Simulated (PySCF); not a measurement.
**CH3BFN: spin-spin couplings and electronic excitations at several levels of theory**

Aim: compute the spin-spin couplings and electronic excitations of CH3BFN (`C#[N+][BH2-]F`) at several levels, and see how far they spread and what each costs.

Computed with PySCF 2.14.0, with density-fitted response routines of our own, on a single molecule in the gas phase. Atoms are numbered from 0 throughout.

### 1 Starting geometry

7 atoms, charge 0, multiplicity 1; geometry from: PBE0-D3(BJ)/def2-SVP.

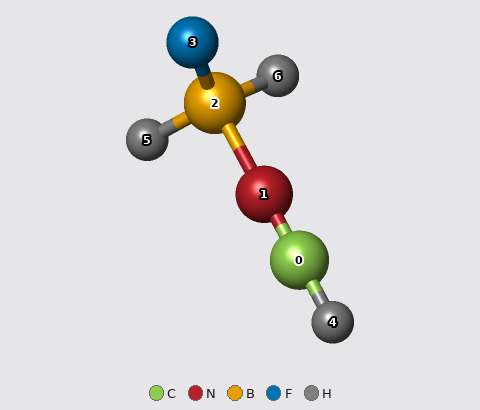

As it starts; carbon green, nitrogen red, boron amber, fluorine blue, hydrogen grey, atoms numbered.

### 2 Spin-spin couplings: B3LYP/def2-TZVP

The job: settings as JSON, then the geometry in Å.

```
{"job": {"kind": "j", "xc": "B3LYP", "basis": "def2-TZVP"}, "charge": 0, "multiplicity": 1}
C      1.254425     0.295516    -1.005568
N      0.407414     0.101609    -0.257658
B     -0.755151    -0.195845     0.821563
F     -1.871725     0.478037     0.376125
H      2.053506     0.476820    -1.710073
H     -0.244248     0.239848     1.849407
H     -0.817890    -1.421061     0.775035
```

Method: B3LYP/def2-TZVP indirect spin-spin coupling, non-relativistic, gas phase.

On the command line:

```bash
$ OMP_NUM_THREADS=1 python probes_run.py task.json out
```

The driver reads the jobs from task.json and runs them one after another.

Output:

```text
coarse grid: 6184 points
cycle   1  E = -219.3783426361  dE =  3.304e-01  |g| = 6.221e-01  |ddm| = 2.084e+00
cycle   2  E = -219.1607852331  dE =  2.176e-01  |g| = 1.264e+00  |ddm| = 1.254e+00
cycle   3  E = -219.4566586083  dE = -2.959e-01  |g| = 1.657e-01  |ddm| = 8.370e-01
cycle   4  E = -219.4592784974  dE = -2.620e-03  |g| = 1.141e-01  |ddm| = 1.141e-01
cycle   5  E = -219.4618629415  dE = -2.584e-03  |g| = 1.263e-02  |ddm| = 5.453e-02
cycle   6  E = -219.4619028074  dE = -3.987e-05  |g| = 2.298e-03  |ddm| = 1.033e-02
cycle   7  E = -219.4619040042  dE = -1.197e-06  |g| = 5.175e-04  |ddm| = 2.069e-03
final grid: 61128 points
cycle   8  E = -219.4581475039  dE = -5.581e-05  |g| = 3.590e-03  |ddm| = 4.025e-02
cycle   9  E = -219.4581463912  dE =  1.113e-06  |g| = 4.539e-03  |ddm| = 4.353e-03
cycle  10  E = -219.4581492714  dE = -2.880e-06  |g| = 6.691e-04  |ddm| = 2.445e-03
cycle  11  E = -219.4581493192  dE = -4.774e-08  |g| = 3.323e-04  |ddm| = 4.414e-04
cycle  12  E = -219.4581493367  dE = -1.754e-08  |g| = 1.632e-04  |ddm| = 2.011e-04
cycle  13  E = -219.4581493422  dE = -5.486e-09  |g| = 3.095e-05  |ddm| = 8.707e-05
cycle  14  E = -219.4581493424  dE = -2.198e-10  |g| = 4.382e-06  |ddm| = 2.033e-05
converged SCF energy = -219.4581493424

Indirect spin-spin couplings (Hz)
  i      j    bonds     total        FC       PSO       DSO        SD
  0 C    1 N    1    -43.112   -32.703    -3.166     0.005    -7.248
  0 C    2 B    2     -1.226    -1.124     0.024    -0.209     0.083
  0 C    3 F    3      4.694     4.136     0.685    -0.391     0.264
  0 C    4 H    1    303.869   303.956    -1.319     0.514     0.718
  0 C    5 H    3      6.551     6.291     0.634    -0.440     0.065
  0 C    6 H    3      6.575     6.315     0.636    -0.440     0.064
  1 N    2 B    1      0.136    -0.317     0.693    -0.120    -0.120
  1 N    3 F    2     -9.278   -14.434     4.766    -0.032     0.422
  1 N    4 H    2    -12.302    -8.748    -3.399     0.548    -0.703
  1 N    5 H    2     -3.072    -2.965     0.050    -0.069    -0.089
  1 N    6 H    2     -3.083    -2.976     0.050    -0.068    -0.089
  2 B    3 F    1   -129.466  -112.900   -17.936     0.555     0.816
  2 B    4 H    3      0.452     0.484     0.477    -0.594     0.084
  2 B    5 H    1    128.776   128.599    -0.888     1.044     0.020
  2 B    6 H    1    128.783   128.607    -0.888     1.044     0.020
  3 F    5 H    2     41.268    41.573     1.928    -1.120    -1.113
  3 F    6 H    2     41.271    41.578     1.928    -1.120    -1.115
  4 H    5 H    4     -5.073    -4.809     1.122    -1.407     0.022
  4 H    6 H    4     -5.045    -4.782     1.123    -1.408     0.022
  5 H    6 H    2    -14.473   -14.276     0.837    -1.167     0.133
```

Run time: 15 s. Hardware: 1 thread of Arm Neoverse V1, shared host; peak memory 0.54 GiB.

This basis has no tight s functions, so the Fermi-contact terms are rough.

A choice of the couplings up to four bonds, sorted by the number of bonds, with means over like pairs; isotopes 11B, 13C, 19F, 1H, 15N:

```csv
pair,bonds,J (Hz),Fermi contact (Hz)
C0–H4,1,303.9,304.0
B2–F3,1,-129.5,-112.9
B2–H5,1,128.8,128.6
C0–N1,1,-43.1,-32.7
F3–H5,2,41.3,41.6
H5–H6,2,-14.5,-14.3
N1–H4,2,-12.3,-8.7
N1–F3,2,-9.3,-14.4
N1–H5,2,-3.1,-3.0
C0–B2,2,-1.2,-1.1
C0–H5,3,6.6,6.3
C0–F3,3,4.7,4.1
H4–H5,4,-5.1,-4.8
```

Quadrupole couplings from the field gradients of the same density:

```csv
atom,isotope,eQq/h (MHz),η
N1,14N,-3.345,0.07
B2,11B,2.690,0.68
```

### 3 Indirect couplings: B3LYP/cc-pVTZ

Settings changed since step 2:

```diff
@@ -1,2 +1,2 @@
-{"job": {"kind": "j", "xc": "B3LYP", "basis": "def2-TZVP"}, "charge": 0, "multiplicity": 1}
+{"job": {"kind": "j", "xc": "B3LYP", "basis": "cc-pVTZ"}, "charge": 0, "multiplicity": 1}
 C      1.254425     0.295516    -1.005568
```

With the program's defaults for keys left out, this is: B3LYP/cc-pVTZ indirect spin-spin coupling, non-relativistic, gas phase.

Output:

```text
coarse grid: 6184 points
cycle   1  E = -219.3677666483  dE =  3.290e-01  |g| = 6.229e-01  |ddm| = 5.533e+00
cycle   2  E = -219.1582774798  dE =  2.095e-01  |g| = 1.252e+00  |ddm| = 2.399e+00
cycle   3  E = -219.4452615307  dE = -2.870e-01  |g| = 1.702e-01  |ddm| = 1.573e+00
cycle   4  E = -219.4482468188  dE = -2.985e-03  |g| = 1.113e-01  |ddm| = 2.818e-01
cycle   5  E = -219.4507045670  dE = -2.458e-03  |g| = 1.299e-02  |ddm| = 1.273e-01
cycle   6  E = -219.4507459264  dE = -4.136e-05  |g| = 2.359e-03  |ddm| = 2.726e-02
cycle   7  E = -219.4507471649  dE = -1.239e-06  |g| = 5.373e-04  |ddm| = 5.304e-03
final grid: 61128 points
cycle   8  E = -219.4496783394  dE = -6.010e-05  |g| = 2.870e-03  |ddm| = 6.241e-02
cycle   9  E = -219.4496783004  dE =  3.901e-08  |g| = 2.827e-03  |ddm| = 7.819e-03
cycle  10  E = -219.4496794804  dE = -1.180e-06  |g| = 8.088e-04  |ddm| = 4.167e-03
cycle  11  E = -219.4496795464  dE = -6.600e-08  |g| = 3.856e-04  |ddm| = 1.075e-03
cycle  12  E = -219.4496795718  dE = -2.540e-08  |g| = 1.521e-04  |ddm| = 5.075e-04
cycle  13  E = -219.4496795763  dE = -4.554e-09  |g| = 3.527e-05  |ddm| = 2.174e-04
cycle  14  E = -219.4496795766  dE = -2.745e-10  |g| = 4.086e-06  |ddm| = 5.262e-05
converged SCF energy = -219.4496795766

Indirect spin-spin couplings (Hz)
  i      j    bonds     total        FC       PSO       DSO        SD
  0 C    1 N    1    -79.734   -69.604    -2.974     0.002    -7.158
  0 C    2 B    2      0.540     0.590     0.079    -0.208     0.079
  0 C    3 F    3      3.746     3.261     0.628    -0.390     0.247
  0 C    4 H    1    292.031   292.049    -1.197     0.479     0.700
  0 C    5 H    3      4.767     4.478     0.654    -0.439     0.074
  0 C    6 H    3      4.795     4.506     0.656    -0.440     0.073
  1 N    2 B    1     -0.249    -0.707     0.694    -0.119    -0.118
  1 N    3 F    2     -7.131   -12.290     4.781    -0.031     0.410
  1 N    4 H    2    -16.759   -13.141    -3.454     0.548    -0.711
  1 N    5 H    2     -2.865    -2.774     0.062    -0.066    -0.088
  1 N    6 H    2     -2.877    -2.785     0.062    -0.066    -0.088
  2 B    3 F    1   -112.525   -95.040   -19.157     0.555     1.117
  2 B    4 H    3      0.240     0.232     0.515    -0.595     0.088
  2 B    5 H    1    129.409   129.003    -0.854     1.026     0.234
  2 B    6 H    1    129.418   129.013    -0.854     1.025     0.234
  3 F    5 H    2     37.286    37.691     1.885    -1.130    -1.160
  3 F    6 H    2     37.313    37.719     1.884    -1.130    -1.160
  4 H    5 H    4     -4.920    -4.730     1.202    -1.413     0.022
  4 H    6 H    4     -4.892    -4.703     1.202    -1.414     0.022
  5 H    6 H    2    -15.152   -15.053     0.920    -1.189     0.170
```

Wall time 17 s (1 thread of Arm Neoverse V1, shared host); peak memory 0.6 GiB.

The basis is not made for couplings: without tight functions at the nuclei these values are rough.

Key values: J(C0,H4) 292.0 Hz, J(B2,H5) 129.4 Hz, J(B2,F3) -112.5 Hz (means over like pairs).

### 4 Spin-spin couplings: B3LYP/6-31G*

Settings changed since step 3:

```diff
@@ -1,2 +1,2 @@
-{"job": {"kind": "j", "xc": "B3LYP", "basis": "cc-pVTZ"}, "charge": 0, "multiplicity": 1}
+{"job": {"kind": "j", "xc": "B3LYP", "basis": "6-31G*"}, "charge": 0, "multiplicity": 1}
 C      1.254425     0.295516    -1.005568
```

With the program's defaults for keys left out, this is: B3LYP/6-31G* indirect spin-spin coupling, non-relativistic, gas phase.

Output:

```text
coarse grid: 6184 points
cycle   1  E = -219.2872096166  dE =  3.371e-01  |g| = 6.160e-01  |ddm| = 2.517e+00
cycle   2  E = -219.0955203702  dE =  1.917e-01  |g| = 1.175e+00  |ddm| = 1.611e+00
cycle   3  E = -219.3654986573  dE = -2.700e-01  |g| = 1.760e-01  |ddm| = 1.051e+00
cycle   4  E = -219.3696500852  dE = -4.151e-03  |g| = 1.025e-01  |ddm| = 1.586e-01
cycle   5  E = -219.3718391717  dE = -2.189e-03  |g| = 1.089e-02  |ddm| = 7.241e-02
cycle   6  E = -219.3718715211  dE = -3.235e-05  |g| = 1.808e-03  |ddm| = 1.172e-02
cycle   7  E = -219.3718723819  dE = -8.608e-07  |g| = 4.153e-04  |ddm| = 2.080e-03
final grid: 61128 points
cycle   8  E = -219.3530522894  dE = -2.064e-05  |g| = 2.068e-03  |ddm| = 1.659e-02
cycle   9  E = -219.3530522204  dE =  6.902e-08  |g| = 2.357e-03  |ddm| = 4.232e-03
cycle  10  E = -219.3530533231  dE = -1.103e-06  |g| = 6.551e-04  |ddm| = 2.061e-03
cycle  11  E = -219.3530533901  dE = -6.703e-08  |g| = 3.392e-04  |ddm| = 5.842e-04
cycle  12  E = -219.3530534127  dE = -2.259e-08  |g| = 9.355e-05  |ddm| = 2.422e-04
cycle  13  E = -219.3530534144  dE = -1.756e-09  |g| = 1.593e-05  |ddm| = 7.735e-05
cycle  14  E = -219.3530534145  dE = -6.088e-11  |g| = 2.697e-06  |ddm| = 1.755e-05
converged SCF energy = -219.3530534145

Indirect spin-spin couplings (Hz)
  i      j    bonds     total        FC       PSO       DSO        SD
  0 C    1 N    1    -35.740   -28.286    -1.387    -0.006    -6.062
  0 C    2 B    2     -0.821    -0.742     0.073    -0.208     0.056
  0 C    3 F    3      7.372     6.887     0.652    -0.384     0.217
  0 C    4 H    1    303.275   303.169    -1.521     0.595     1.032
  0 C    5 H    3      9.964     9.862     0.480    -0.436     0.057
  0 C    6 H    3      9.972     9.870     0.482    -0.437     0.056
  1 N    2 B    1     -4.885    -5.185     0.502    -0.119    -0.083
  1 N    3 F    2    -11.505   -16.052     4.203    -0.037     0.381
  1 N    4 H    2     -6.129    -4.055    -2.371     0.535    -0.237
  1 N    5 H    2     -1.397    -1.263     0.015    -0.069    -0.080
  1 N    6 H    2     -1.407    -1.273     0.015    -0.069    -0.081
  2 B    3 F    1    -65.476   -51.694   -14.600     0.661     0.158
  2 B    4 H    3      0.489     0.659     0.342    -0.587     0.074
  2 B    5 H    1    141.387   141.088    -0.915     1.087     0.127
  2 B    6 H    1    141.404   141.105    -0.915     1.087     0.127
  3 F    4 H    4     -0.474    -0.976     1.251    -1.223     0.475
  3 F    5 H    2     34.728    36.305     0.460    -1.002    -1.035
  3 F    6 H    2     34.739    36.316     0.460    -1.003    -1.035
  4 H    5 H    4     -5.745    -5.142     0.765    -1.389     0.022
  4 H    6 H    4     -5.715    -5.112     0.765    -1.390     0.022
  5 H    6 H    2    -15.956   -15.437     0.475    -1.103     0.110
```

It took 4.1 s on 1 thread of Arm Neoverse V1, shared host; peak memory 0.41 GiB.

This basis has no tight s functions, so the Fermi-contact terms are rough.

This run: J(C0,H4) 303.3 Hz, J(B2,H5) 141.4 Hz, J(B2,F3) -65.5 Hz (means over like pairs).

### 5 Excited states and response: HF/def2-SVPD

Settings changed since step 4:

```diff
@@ -1,2 +1,2 @@
-{"job": {"kind": "j", "xc": "B3LYP", "basis": "6-31G*"}, "charge": 0, "multiplicity": 1}
+{"job": {"kind": "uv", "xc": "HF", "basis": "def2-SVPD", "ip": true}, "charge": 0, "multiplicity": 1}
 C      1.254425     0.295516    -1.005568
```

With the program's defaults for keys left out, this is: TDDFT HF/def2-SVPD, vertical, gas phase, core orbitals frozen in the response.

Output:

```text
final grid: 61128 points
cycle   1  E = -217.9222077747  dE =  4.027e-01  |g| = 6.011e-01  |ddm| = 3.150e+00
cycle   2  E = -218.0037168443  dE = -8.151e-02  |g| = 3.664e-01  |ddm| = 1.072e+00
cycle   3  E = -218.0278674344  dE = -2.415e-02  |g| = 7.424e-02  |ddm| = 5.352e-01
cycle   4  E = -218.0294722887  dE = -1.605e-03  |g| = 3.633e-02  |ddm| = 1.439e-01
cycle   5  E = -218.0297687618  dE = -2.965e-04  |g| = 7.559e-03  |ddm| = 5.602e-02
cycle   6  E = -218.0297883145  dE = -1.955e-05  |g| = 2.538e-03  |ddm| = 1.155e-02
cycle   7  E = -218.0297906138  dE = -2.299e-06  |g| = 5.954e-04  |ddm| = 5.399e-03
cycle   8  E = -218.0297907496  dE = -1.358e-07  |g| = 1.286e-04  |ddm| = 1.299e-03
cycle   9  E = -218.0297907585  dE = -8.922e-09  |g| = 4.036e-05  |ddm| = 3.382e-04
cycle  10  E = -218.0297907606  dE = -2.107e-09  |g| = 2.228e-05  |ddm| = 8.538e-05
cycle  11  E = -218.0297907616  dE = -9.356e-10  |g| = 5.099e-06  |ddm| = 8.178e-05
converged SCF energy = -218.0297907616

Static polarisability (au): isotropic 33.382, principal 26.770 28.304 45.071

Singlet excitations
state   eV       nm        f      main configurations
  1   6.5329    189.8   0.00124   H->L+1 0.38, H-3->L+1 0.31
  2   7.3029    169.8   0.03427   H->L+2 0.35, H-3->L+2 0.21, H-2->L+1 0.19
  3   7.4787    165.8   0.00268   H-2->L+2 0.53, H-4->L+2 0.16, H-1->L+2 0.10
  4   8.7010    142.5   0.04225   H->L 0.36, H->L+3 0.30, H->L+1 0.14
  5   9.0338    137.2   0.00001   H->L+1 0.24, H-3->L+1 0.23, H->L+3 0.12
  6   9.1122    136.1   0.29747   H->L+2 0.60, H-2->L+1 0.11, H-3->L+2 0.09
  7   9.8153    126.3   0.04138   H->L+3 0.41, H->L 0.40, H->L+4 0.09
  8   9.8934    125.3   0.02877   H-1->L+1 0.69
  9   9.9972    124.0   0.00246   H-1->L+2 0.34, H->L+4 0.26
 10  10.2489    121.0   0.00119   H->L+4 0.29, H->L+5 0.22, H-1->L+2 0.20

Triplet excitations (Tamm-Dancoff, eV): 5.2448 6.1298 6.2675 7.2148
Vertical ionisation energy (delta-SCF) = 9.8965 eV
```

Run time: 2.3 s. Hardware: 1 thread of Arm Neoverse V1, shared host; peak memory 0.41 GiB.

The orbitals next to the gap, with their largest atomic shares:

```csv
orbital,eV,atoms
HOMO−3,-15.92,"N1 41 %, C0 29 %, F3 24 %"
HOMO−2,-15.51,"N1 37 %, F3 34 %, C0 25 %"
HOMO−1,-13.58,"B2 31 %, F3 19 %, H6 17 %"
HOMO,-11.10,"B2 34 %, H5 20 %, H6 20 %"
LUMO,1.72,"C0 61 %, H4 29 %, B2 7 %"
LUMO+1,2.27,"C0 36 %, N1 27 %, H4 24 %"
LUMO+2,2.43,"C0 38 %, N1 30 %, H4 26 %"
```

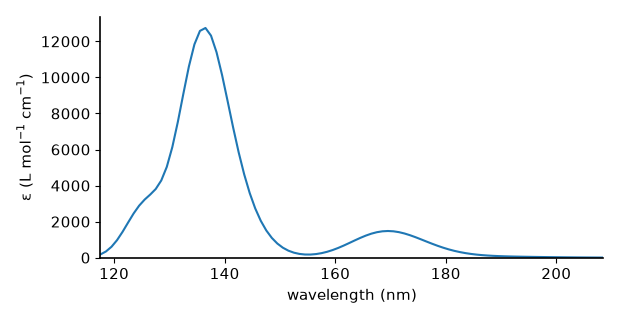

Absorption spectrum: each of the 10 states is a Gaussian band of 0.4 eV half-width at 1/e. Beyond the last state computed it falls off for lack of states.

Further results of this job:

```csv
property,computed
dipole moment (D),7.48
polarisability (Å³),4.95
HOMO–LUMO gap (eV),12.82
−ε(HOMO) (eV),11.10
```

### 6 Excited states and response: LDA/def2-SVPD

Settings changed since step 5:

```diff
@@ -1,2 +1,2 @@
-{"job": {"kind": "uv", "xc": "HF", "basis": "def2-SVPD", "ip": true}, "charge": 0, "multiplicity": 1}
+{"job": {"kind": "uv", "xc": "LDA", "basis": "def2-SVPD", "ip": true}, "charge": 0, "multiplicity": 1}
 C      1.254425     0.295516    -1.005568
```

Level: TDDFT LDA/def2-SVPD, vertical, gas phase, core orbitals frozen in the response.

Output:

```text
coarse grid: 6184 points
cycle   1  E = -217.3738567984  dE =  2.723e-01  |g| = 5.245e-01  |ddm| = 4.280e+00
cycle   2  E = -216.3807287927  dE =  9.931e-01  |g| = 2.116e+00  |ddm| = 2.303e+00
cycle   3  E = -217.4317945884  dE = -1.051e+00  |g| = 2.603e-01  |ddm| = 1.810e+00
cycle   4  E = -217.4343308187  dE = -2.536e-03  |g| = 2.516e-01  |ddm| = 3.711e-01
cycle   5  E = -217.4460989154  dE = -1.177e-02  |g| = 7.447e-02  |ddm| = 1.966e-01
cycle   6  E = -217.4475704257  dE = -1.472e-03  |g| = 1.279e-02  |ddm| = 8.864e-02
cycle   7  E = -217.4475973236  dE = -2.690e-05  |g| = 4.517e-03  |ddm| = 1.789e-02
cycle   8  E = -217.4476049615  dE = -7.638e-06  |g| = 5.550e-04  |ddm| = 6.979e-03
final grid: 61128 points
cycle   9  E = -217.4763627352  dE = -3.299e-05  |g| = 5.542e-03  |ddm| = 5.284e-02
cycle  10  E = -217.4763480226  dE =  1.471e-05  |g| = 1.098e-02  |ddm| = 1.315e-02
cycle  11  E = -217.4763673128  dE = -1.929e-05  |g| = 1.501e-03  |ddm| = 8.742e-03
cycle  12  E = -217.4763674457  dE = -1.329e-07  |g| = 1.290e-03  |ddm| = 1.959e-03
cycle  13  E = -217.4763678010  dE = -3.552e-07  |g| = 9.005e-05  |ddm| = 1.020e-03
cycle  14  E = -217.4763678035  dE = -2.563e-09  |g| = 3.451e-05  |ddm| = 1.967e-04
cycle  15  E = -217.4763678039  dE = -3.790e-10  |g| = 6.079e-06  |ddm| = 5.476e-05
converged SCF energy = -217.4763678039

Static polarisability (au): isotropic 41.172, principal 30.889 32.152 60.475

Singlet excitations
state   eV       nm        f      main configurations
  1   3.5609    348.2   0.00125   H->L 1.00
  2   4.3345    286.0   0.09657   H->L+1 0.95
  3   5.1919    238.8   0.01126   H-1->L 0.98
  4   5.5378    223.9   0.00942   H-1->L+1 0.98
  5   6.0156    206.1   0.00011   H->L+2 1.00
  6   6.5278    189.9   0.00263   H->L+3 1.00
  7   6.7446    183.8   0.00099   H-3->L 0.96
  8   6.8856    180.1   0.03079   H-2->L 0.69, H-3->L+1 0.29
  9   7.0423    176.1   0.01009   H-2->L+1 0.94
 10   7.3405    168.9   0.13480   H-3->L+1 0.61, H-2->L 0.19, H-1->L+2 0.10

Triplet excitations (Tamm-Dancoff, eV): 3.4480 3.6007 4.9456 5.1918
Vertical ionisation energy (delta-SCF) = 10.0317 eV
Vertical electron affinity (delta-SCF) = -0.4939 eV
```

Run time: 13 s. Hardware: 1 thread of Arm Neoverse V1, shared host; peak memory 0.41 GiB.

This run: HOMO -6.40 eV, LUMO -2.89 eV; lowest singlet 3.56 eV.

### 7 TDDFT and polarisability: PBE/def2-SVPD

Settings changed since step 6:

```diff
@@ -1,2 +1,2 @@
-{"job": {"kind": "uv", "xc": "LDA", "basis": "def2-SVPD", "ip": true}, "charge": 0, "multiplicity": 1}
+{"job": {"kind": "uv", "xc": "PBE", "basis": "def2-SVPD", "ip": true}, "charge": 0, "multiplicity": 1}
 C      1.254425     0.295516    -1.005568
```

Method: TDDFT PBE/def2-SVPD, vertical, gas phase, core orbitals frozen in the response.

Output:

```text
coarse grid: 6184 points
cycle   1  E = -218.8403055512  dE =  2.875e-01  |g| = 5.459e-01  |ddm| = 4.082e+00
cycle   2  E = -217.7979738992  dE =  1.042e+00  |g| = 2.195e+00  |ddm| = 2.230e+00
cycle   3  E = -218.9004284463  dE = -1.102e+00  |g| = 2.675e-01  |ddm| = 1.791e+00
cycle   4  E = -218.9021941647  dE = -1.766e-03  |g| = 2.646e-01  |ddm| = 3.695e-01
cycle   5  E = -218.9154136618  dE = -1.322e-02  |g| = 7.450e-02  |ddm| = 2.058e-01
cycle   6  E = -218.9168856704  dE = -1.472e-03  |g| = 1.211e-02  |ddm| = 8.825e-02
cycle   7  E = -218.9169111849  dE = -2.551e-05  |g| = 4.201e-03  |ddm| = 1.697e-02
cycle   8  E = -218.9169177273  dE = -6.542e-06  |g| = 5.107e-04  |ddm| = 6.180e-03
final grid: 61128 points
cycle   9  E = -218.9513839187  dE = -3.311e-05  |g| = 5.426e-03  |ddm| = 5.853e-02
cycle  10  E = -218.9513755426  dE =  8.376e-06  |g| = 8.271e-03  |ddm| = 1.723e-02
cycle  11  E = -218.9513884437  dE = -1.290e-05  |g| = 3.910e-03  |ddm| = 9.258e-03
cycle  12  E = -218.9513917472  dE = -3.303e-06  |g| = 7.470e-04  |ddm| = 3.715e-03
cycle  13  E = -218.9513918688  dE = -1.216e-07  |g| = 1.571e-04  |ddm| = 7.278e-04
cycle  14  E = -218.9513918730  dE = -4.159e-09  |g| = 5.637e-05  |ddm| = 1.850e-04
cycle  15  E = -218.9513918739  dE = -9.272e-10  |g| = 4.402e-06  |ddm| = 7.793e-05
converged SCF energy = -218.9513918739

Static polarisability (au): isotropic 40.350, principal 30.517 31.539 58.993

Singlet excitations
state   eV       nm        f      main configurations
  1   3.6793    337.0   0.00122   H->L 1.00
  2   4.3813    283.0   0.09027   H->L+1 0.96
  3   5.2723    235.2   0.00740   H-1->L 0.98
  4   5.5789    222.2   0.00797   H-1->L+1 0.98
  5   5.8866    210.6   0.00003   H->L+2 1.00
  6   6.4649    191.8   0.00178   H->L+3 1.00
  7   6.7506    183.7   0.00115   H-3->L 0.97
  8   6.8845    180.1   0.02232   H-2->L 0.65, H-3->L+1 0.33
  9   7.0388    176.1   0.00967   H-2->L+1 0.95
 10   7.3050    169.7   0.07412   H-3->L+1 0.43, H-1->L+2 0.34, H-2->L 0.16

Triplet excitations (Tamm-Dancoff, eV): 3.5515 3.6608 5.0178 5.2387
Vertical ionisation energy (delta-SCF) = 9.9279 eV
Vertical electron affinity (delta-SCF) = -0.6332 eV
```

Wall time 17 s (1 thread of Arm Neoverse V1, shared host); peak memory 0.41 GiB.

Key values: HOMO -6.31 eV, LUMO -2.68 eV; lowest singlet 3.68 eV.

[end of part 1 of 2]
